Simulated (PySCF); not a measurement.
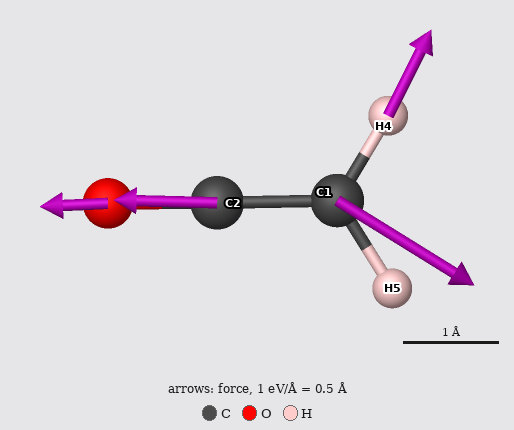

Starting geometry of C$_{2}$H$_{2}$O with the computed forces as purple arrows. A ball-and-stick model, seen face on.

The start comes from GFN2-xTB. Its atoms were then displaced at random by about 0.01 Å.

Level of theory: PBE0-D3(BJ)/def2-SVP geometry optimisation, gas phase (PySCF 2.14.0, density-fitted response routines). 

Question: Is this structure relaxed? If not, where do the atoms go?

Answer: It isn't relaxed: the largest force vector, on a C atom, is 3.40 eV/Å. The final displacements follow the starting forces only in part (cosine between the two patterns 0.81). After 3 geometry steps the energy has fallen by 3.40 kcal/mol. An H atom moves most after the best rigid fit: 0.053 Å. By element the largest moves are H 0.053 Å, C 0.035 Å, O 0.031 Å. Near-neighbour distances that change, for instance: C–C 1.265 → 1.315 Å, C–H 1.042 → 1.090 Å, C–O 1.150 → 1.161 Å. Among the angles between lasting bonds that change: H–C–H 117.1° → 121.0°, C–C–H 122.0° → 119.6°. The run took 2.7 s on 1 thread of Intel(R) Xeon(R) CPU @ 2.60GHz, on a shared host.
